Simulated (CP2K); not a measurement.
# GFN0-xTB run of C3H5FS (SMILES FC1CCS1)

What is the energy difference between two shapes of C3H5FS at GFN0-xTB? 

Program for the calculation: CP2K 2026.2.

2 further runs of the same task are left out: 2 set aside as unsound or not needed.

### Step 1. The system as given

C3H5FS: 10 atoms, total charge 0, spin state singlet. As SMILES, `FC1CCS1`. The shape is that of a GFN2-xTB optimisation.

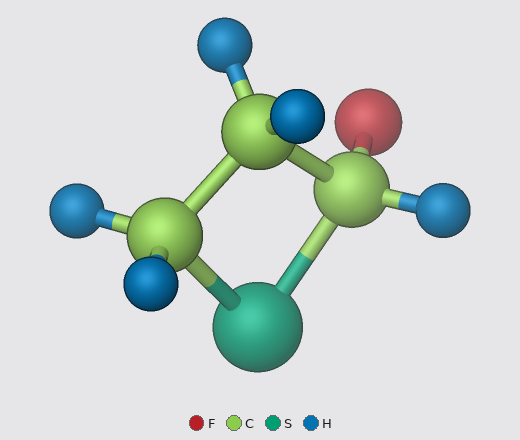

Viewed from a chosen angle; fluorine red, carbon green, sulfur teal, hydrogen blue.

### Step 2. The energy at GFN0-xTB

qs.inp

```
&FORCE_EVAL
    METHOD QS
    &DFT
        CHARGE 0
        MULTIPLICITY 1
        ! Quickstep
        &QS
            METHOD XTB
            EPS_DEFAULT 1.0E-10
            &XTB
                GFN_TYPE 0
                CHECK_ATOMIC_CHARGES F
            &END
        &END
        ! isolated system
        &POISSON
            PERIODIC NONE
            POISSON_SOLVER ANALYTIC
        &END
        &SCF
            SCF_GUESS ATOMIC
            EPS_SCF 1.0E-06
            MAX_SCF 150
            ADDED_MOS 4
            &DIAGONALIZATION
                ALGORITHM STANDARD
            &END
            &MIXING
                METHOD DIRECT_P_MIXING
                ALPHA 0.4
            &END
            &SMEAR ON
                METHOD FERMI_DIRAC
                ELECTRONIC_TEMPERATURE [K] 300
            &END
        &END
        ! extra output
        &PRINT
            &MOMENTS
                PERIODIC F
                REFERENCE COM
                MAX_MOMENT 1
            &END
            &MO ON
                ENERGIES T
                OCCUPATION_NUMBERS T
                NDIGITS 6
                &EACH
                    QS_SCF 0
                &END
                ADD_LAST NUMERIC
            &END
            &HIRSHFELD OFF
            &END
        &END
    &END
    &SUBSYS
        &CELL
            ABC [angstrom] 13.9 13 12.8
            PERIODIC NONE
        &END
        &COORD
            F     -1.510430    -0.803400    -1.380880
            C     -1.112500    -0.054570    -0.312900
            C      0.140080    -0.600620     0.370410
            C      1.041470     0.604140     0.086500
            S     -0.294310     1.515640    -0.783810
            H     -1.996590     0.100400     0.310140
            H     -0.007230    -0.795860     1.431360
            H      0.480630    -1.515570    -0.113850
            H      1.377420     1.143970     0.967730
            H      1.881450     0.405860    -0.574710
        &END
        &TOPOLOGY
            &CENTER_COORDINATES
            &END
        &END
    &END
&END

&GLOBAL
    PROJECT_NAME qs
    RUN_TYPE ENERGY
    PRINT_LEVEL MEDIUM
&END
```

The run is started by

```bash
$ OMP_NUM_THREADS=1 cp2k.psmp -i qs.inp -o qs.out
```

What it wrote:

```text
CP2K| version string:                                       CP2K version 2026.2
[...]
 GLOBAL| Method name                                                        CP2K
[...]
 GLOBAL| Run type                                                         ENERGY
[...]
                             - Atoms:                                         10
[...]
                             - Spherical basis functions:                     35
[...]
 Number of electrons:                                                         30
[...]
  Fermi energy:                                                -0.28289058089060
[...]
 TB_DIPOLE| Moment [Debye]          0.86189613      -0.59448272       2.15984943
 TB_DIPOLE| Derivative [a.u.]       0.00000000       0.00000000       0.00000000
[...]
 ENERGY| Total FORCE_EVAL ( QS ) energy [hartree]            -16.194374795333747
[...]
```

Run time: 0.44 s. Hardware: 1 thread of Arm Neoverse N1, shared host; peak memory 0.14 GiB.

### Step 3. The distorted shape, same level

job.inp

```
&GLOBAL
  PROJECT_NAME job
  RUN_TYPE ENERGY
  PRINT_LEVEL MEDIUM
&END

&FORCE_EVAL
  METHOD Quickstep
  &DFT
    CHARGE 0
    MULTIPLICITY 1
    ! Quickstep
    &QS
      METHOD XTB
      EPS_DEFAULT 1.0E-10
      &XTB
        GFN_TYPE 0
        CHECK_ATOMIC_CHARGES F
      &END
    &END
    ! no periodic images
    &POISSON
      PERIODIC NONE
      POISSON_SOLVER ANALYTIC
    &END
    ! self-consistent field
    &SCF
      SCF_GUESS ATOMIC
      EPS_SCF 1.0E-06
      MAX_SCF 150
      ADDED_MOS 4
      &DIAGONALIZATION
        ALGORITHM STANDARD
      &END
      &MIXING
        METHOD DIRECT_P_MIXING
        ALPHA 0.4
      &END
      &SMEAR ON
        METHOD FERMI_DIRAC
        ELECTRONIC_TEMPERATURE [K] 300
      &END
    &END
    &PRINT
      &MOMENTS
        PERIODIC F
        REFERENCE COM
        MAX_MOMENT 1
      &END
      &MO ON
        ENERGIES T
        OCCUPATION_NUMBERS T
        NDIGITS 6
        &EACH
          QS_SCF 0
        &END
        ADD_LAST NUMERIC
      &END
      &HIRSHFELD OFF
      &END
    &END
  &END
  ! atoms, cell and kinds
  &SUBSYS
    ! vacuum box
    &CELL
      ABC [angstrom] 13.9 13.1 12.8
      PERIODIC NONE
    &END
    &COORD
      F     -1.513118    -0.803947    -1.387811
      C     -1.131281    -0.044482    -0.316790
      C      0.105996    -0.599212     0.366370
      C      1.063865     0.585138     0.083315
      S     -0.284621     1.533501    -0.757868
      H     -2.012501     0.120185     0.309064
      H      0.026439    -0.785732     1.437112
      H      0.479657    -1.530930    -0.117491
      H      1.366909     1.149267     0.964907
      H      1.922317     0.406897    -0.563489
    &END
    &TOPOLOGY
      &CENTER_COORDINATES
      &END
    &END
  &END
&END
```

The run is started by

```bash
$ OMP_NUM_THREADS=1 cp2k.psmp -i job.inp -o job.out
```

What it wrote:

```text
CP2K| version string:                                       CP2K version 2026.2
[...]
 GLOBAL| Method name                                                        CP2K
[...]
 GLOBAL| Run type                                                         ENERGY
[...]
                             - Atoms:                                         10
[...]
                             - Spherical basis functions:                     35
[...]
 Number of electrons:                                                         30
[...]
  Fermi energy:                                                -0.28469779809993
[...]
 TB_DIPOLE| Moment [Debye]          0.74001630      -0.62659642       2.12304134
 TB_DIPOLE| Derivative [a.u.]       0.00000000       0.00000000       0.00000000
[...]
 ENERGY| Total FORCE_EVAL ( QS ) energy [hartree]            -16.192247619612335
[...]
```

It took 0.45 s on 1 thread of Arm Neoverse N1, shared host; peak memory 0.14 GiB.

### Step 4. What came out

At GFN0-xTB:

| quantity | value |
| --- | --- |
| first shape: total energy | -16.19437 Eh |
| first shape: dipole moment (from atomic charges alone) | 2.40 D |
| first shape: HOMO energy | -10.84 eV |
| first shape: LUMO energy | -6.80 eV |
| first shape: HOMO–LUMO gap | 4.04 eV |
| first shape: dispersion energy | -6.82 kJ/mol |
| distorted shape: total energy | -16.19225 Eh |
| distorted shape: dipole moment (from atomic charges alone) | 2.33 D |
| distorted shape: HOMO energy | -10.86 eV |
| distorted shape: LUMO energy | -6.85 eV |
| distorted shape: HOMO–LUMO gap | 4.01 eV |
| distorted shape: dispersion energy | -6.82 kJ/mol |
| energy change with the atoms displaced | 0.058 eV |

In words: With the atoms displaced the energy rises by 0.06 eV (5.6 kJ/mol). The first shape isn't relaxed at this level, so the change isn't measured from a minimum. The dipole (first shape) comes from point charges on the atoms alone, without atomic dipoles, so it is partial. The dipole (distorted shape) comes from point charges on the atoms alone, without atomic dipoles, so it is partial.
